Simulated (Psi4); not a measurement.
**MP2/def2-SV(P) (density fitting, density fitting for correlation) run of C2HClN− (SMILES N#C[CH-]Cl)**

Aim: the electrostatic solvation energy at fixed shape (ddPCM, carbon tetrachloride) of C2HClN− at MP2/def2-SV(P) (density fitting, density fitting for correlation), from 2 runs. 

The results are computed with Psi4 1.11.

3 further runs of the same task are left out: 1 that didn't finish, 2 set aside as unsound or not needed.

### 1 The system as given

C2HClN− has 5 atoms, charge -1, and is taken as a singlet. SMILES: `N#C[CH-]Cl`. Geometry: relaxed at GFN2-xTB.

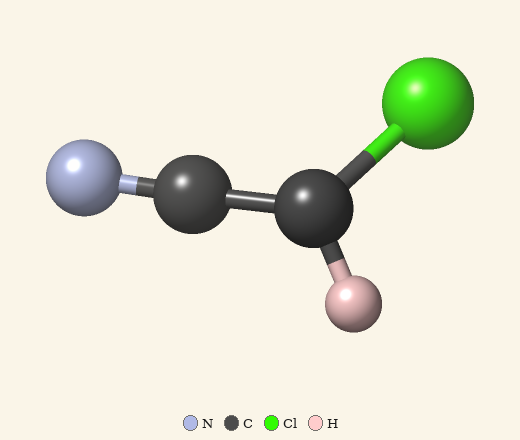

The structure, seen from a chosen angle (nitrogen light blue, carbon dark grey, chlorine green, hydrogen pink).

### 2 A single-point energy at MP2/def2-SV(P) (density fitting, density fitting for correlation)

c2hcln.xyz

```xyz
5
C2HClN
N      0.859540    -0.216030     1.827650
C      0.403170    -0.135680     0.752770
C      0.100500     0.072150    -0.560490
Cl    -1.380790     1.086460    -0.822110
H      0.017580    -0.806900    -1.197820
```

job.py

```python
import psi4

psi4.set_memory('1600 MB')
psi4.set_num_threads(1)
psi4.core.set_output_file('output.dat', False)

with open('c2hcln.xyz') as f:
    atoms = ''.join(f.readlines()[2:])
molecule = psi4.geometry('-1 1\n' + atoms + 'symmetry c1')

options = {'basis': 'def2-SV(P)', 'reference': 'rhf', 'scf_type': 'df', 'mp2_type': 'df'}
psi4.set_options(options)

e_tot = psi4.energy("mp2")
print(f'total energy {e_tot:.8f} hartree = {e_tot * 27.211386:.5f} eV')
```

Launch:

```
$ python job.py
```

output.dat:

```text
[...]
  Running in c1 symmetry.
[...]
  Nuclear repulsion =  118.050241009958611
[...]
  Multiplicity = 1
[...]
  Nalpha       = 19
  Nbeta        = 19
[...]
    Number of basis functions: 62
[...]
   @DF-RHF iter   1:  -589.86137581809464   -8.30701e-01   6.72939e-03 ADIIS/DIIS
[...]
   @DF-RHF iter  15:  -589.96983028758405   -3.63798e-12   6.87744e-09 DIIS
[...]
    Orbital Energies [Eh]
    ---------------------
    Doubly Occupied:
       1A   -104.578451     2A    -15.332531     3A    -11.063026
       4A    -11.037504     5A    -10.340887     6A     -7.815987
       7A     -7.813205     8A     -7.812875     9A     -0.978676
      10A     -0.904788    11A     -0.721553    12A     -0.461150
      13A     -0.363074    14A     -0.335478    15A     -0.318733
      16A     -0.259017    17A     -0.245080    18A     -0.231106
      19A     -0.085522
[...]
  @DF-RHF Final Energy:  -589.96983028758405
   => Energetics <=
    Nuclear Repulsion Energy =            118.0502410099586115
    One-Electron Energy =               -1054.6428581843538268
    Two-Electron Energy =                 346.6227868868111273
    Total Energy =                       -589.9698302875840454
[...]
 Multipole Moments:
 ------------------------------------------------------------------------------------
     Multipole            Electronic (a.u.)      Nuclear  (a.u.)        Total (a.u.)
 ------------------------------------------------------------------------------------
 L = 1.  Multiply by 2.5417464519 to convert [e a0] to [Debye]
 Dipole X            :         -2.4129481            1.2858116           -1.1271365
 Dipole Y            :          1.8585471           -1.7590335            0.0995136
 Dipole Z            :         -0.6036947           -0.3751099           -0.9788045
 Magnitude           :                                                    1.4961277
[...]
```

Standard output:

```text
total energy -590.52530078 hartree = -16069.01190 eV
```

Run time: 3.9 s. Hardware: 1 thread of AMD EPYC 7R43 (Zen 3), shared host; peak memory 0.18 GiB.

### 3 A single-point energy at MP2/def2-SV(P) (density fitting, density fitting for correlation, ddPCM carbon tetrachloride)

c2hcln.xyz is that of step 2.

c2hcln_ase.py

```python
import numpy as np
from ase.calculators.psi4 import Psi4
from ase.io import read

a = read('c2hcln.xyz')
calc = Psi4(atoms=a, method='mp2', basis='def2-SV(P)', memory='1600MB', num_threads=1, charge=-1, multiplicity=1, label='c2hcln')
calc.psi4.set_options({'scf_type': 'df', 'mp2_type': 'df', 'ddx': True, 'ddx_model': 'pcm', 'ddx_solvent': 'carbontetrachloride', 'ddx_radii_set': 'uff'})
a.calc = calc

print(f'energy: {a.get_potential_energy():.6f} eV')
```

Launch:

```
$ python c2hcln_ase.py
```

c2hcln.dat:

```text
[...]
  Running in c1 symmetry.
[...]
  Nuclear repulsion =  118.050241009958611
[...]
  Multiplicity = 1
[...]
  Nalpha       = 19
  Nbeta        = 19
[...]
    Number of basis functions: 62
[...]
   @DF-RHF iter   1:  -589.91786425458588   -8.87190e-01   6.57954e-03 DIIS/ADIIS
[...]
   @DF-RHF iter  15:  -590.02061760958247   -1.75078e-11   6.70717e-09 DIIS
[...]
    Orbital Energies [Eh]
    ---------------------
    Doubly Occupied:
       1A   -104.673623     2A    -15.431687     3A    -11.163047
       4A    -11.133953     5A    -10.436032     6A     -7.911113
       7A     -7.908309     8A     -7.907988     9A     -1.078297
      10A     -1.000508    11A     -0.818491    12A     -0.557011
      13A     -0.459181    14A     -0.435396    15A     -0.416998
      16A     -0.356115    17A     -0.340096    18A     -0.329792
      19A     -0.183936
[...]
  @DF-RHF Final Energy:  -590.02061760958247
   => Energetics <=
    Nuclear Repulsion Energy =            118.0502410099586115
    One-Electron Energy =               -1054.6491405764136289
    Two-Electron Energy =                 346.6292299667115344
    DD Solvation Energy =                 -0.0509480098389475
    Total Energy =                       -590.0206176095823594
[...]
 Multipole Moments:
 ------------------------------------------------------------------------------------
     Multipole            Electronic (a.u.)      Nuclear  (a.u.)        Total (a.u.)
 ------------------------------------------------------------------------------------
 L = 1.  Multiply by 2.5417464519 to convert [e a0] to [Debye]
 Dipole X            :         -2.4773571            1.2858116           -1.1915455
 Dipole Y            :          1.8397367           -1.7590335            0.0807032
 Dipole Z            :         -0.6760213           -0.3751099           -1.0511312
 Magnitude           :                                                    1.5909652
[...]
```

Standard output:

```text
energy: -16070.390248 eV
```

Run time: 9.6 s. Hardware: 1 thread of AMD EPYC 7R43 (Zen 3), shared host; peak memory 0.22 GiB.

### 4 Summary of results

Level: MP2/def2-SV(P) (density fitting, density fitting for correlation).

```
                                                                          quantity          value
                                                           gas phase: total energy  -590.52530 Eh
                                    gas phase: HOMO energy (Hartree–Fock orbitals)       -2.33 eV
                                    gas phase: LUMO energy (Hartree–Fock orbitals)       10.15 eV
                  gas phase: HOMO–LUMO gap (to an unbound level, set by the basis)       12.48 eV
                                                     gas phase: correlation energy     -555.5 mEh
                                         ddPCM, carbon tetrachloride: total energy  -590.57595 Eh
                  ddPCM, carbon tetrachloride: HOMO energy (Hartree–Fock orbitals)       -5.01 eV
                  ddPCM, carbon tetrachloride: LUMO energy (Hartree–Fock orbitals)        7.49 eV
ddPCM, carbon tetrachloride: HOMO–LUMO gap (to an unbound level, set by the basis)       12.50 eV
                                   ddPCM, carbon tetrachloride: correlation energy     -555.3 mEh
                           ddPCM, carbon tetrachloride: solvent term in the energy  -133.8 kJ/mol
                                  energy change from gas to solvent at fixed shape      -1.378 eV
```

**Reading.** The solvent model (ddPCM, carbon tetrachloride) lowers the energy by 1.38 eV (−133 kJ/mol) at the same shape. It holds the electrostatic part alone, without cavity or dispersion terms.
